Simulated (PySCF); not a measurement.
# C3H8OSi: what the fields show

```xyz
13

C     1.6697   -1.0464    0.5604
O     0.7824   -0.0589    1.0077
C     0.1111    0.5858   -0.0392
C    -1.1674    1.3012    0.3816
Si   -1.4805   -0.1908   -0.7244
H     2.1092   -1.5034    1.4453
H     1.1431   -1.8098   -0.0291
H     2.4649   -0.6157   -0.0618
H     0.7902    1.1438   -0.6867
H    -1.3811    1.2334    1.4385
H    -1.2855    2.3088    0.0093
H    -1.8127    0.0552   -2.1151
H    -1.9480   -1.4028   -0.0828
```

Geometry: GFN2-xTB.

Theory: PySCF, PBE0/def2-SVPD, SCF density, gas phase.

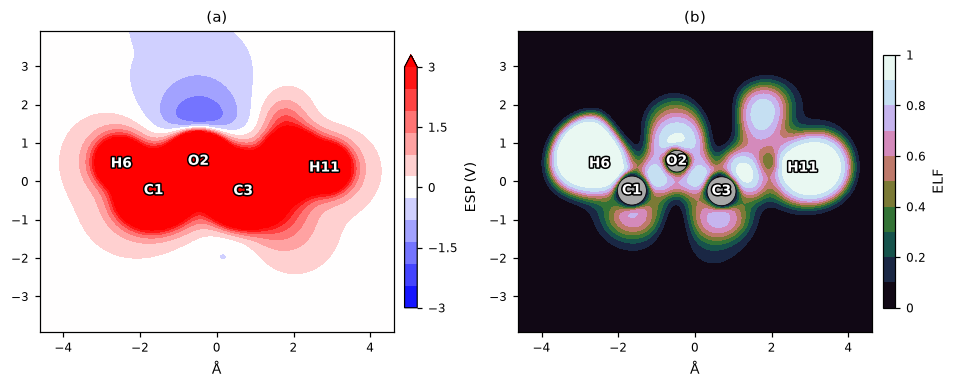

Figure 1. (a) molecular electrostatic potential; (b) electron localisation function on the plane of atoms C1, O2 and C3. Grey discs cover the atomic cores in the ELF map.

**Interpret the plot.**

- The section cuts through C, O and H sites.
- C–O (1.40 Å): the ELF peaks at about 0.90 between the atoms: a polar covalent bond.
- C–H (1.09 Å): the ELF climbs to about 1 towards the hydrogen, as it does in any bond to H; a covalent bond by its length.
- The ELF also peaks beside O2, away from the bonds: lone-pair regions.
- Outside the dense part of the molecule the potential is most negative (−1.9 V) near O2.

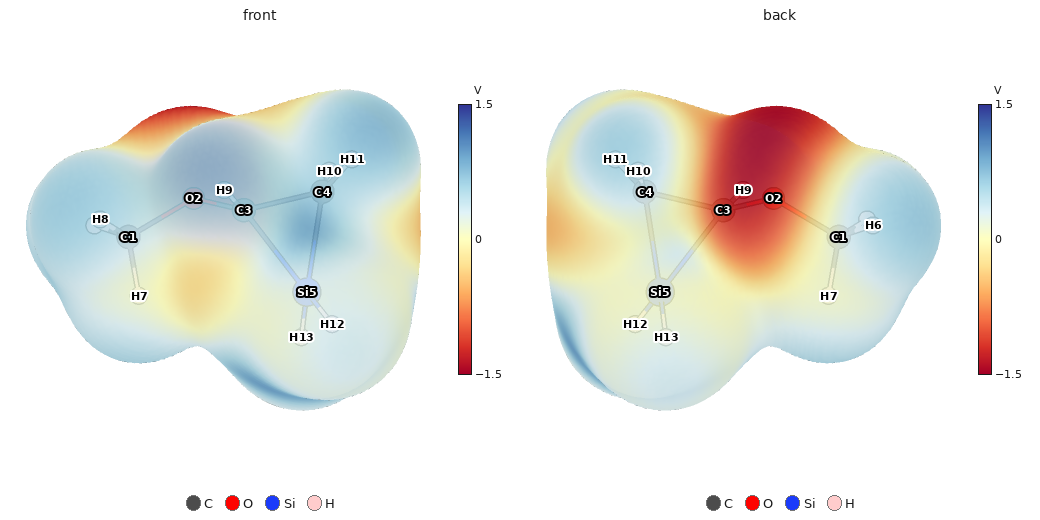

Figure 2. The electrostatic potential painted on the density surface at 0.002 e/bohr³, seen from the front and from behind; the colour scale runs from red (negative) to blue (positive).

**Where is the surface potential most negative and most positive?**

The most negative region (about −1.5 V, or −35 kcal/mol for a unit charge) lies over O2, the most positive (about +0.9 V, or +21 kcal/mol for a unit charge) over Si5. O2 is the likeliest acceptor of a hydrogen bond.

**How polar is the molecule by this calculation?**

Its dipole moment is 1.11 D.
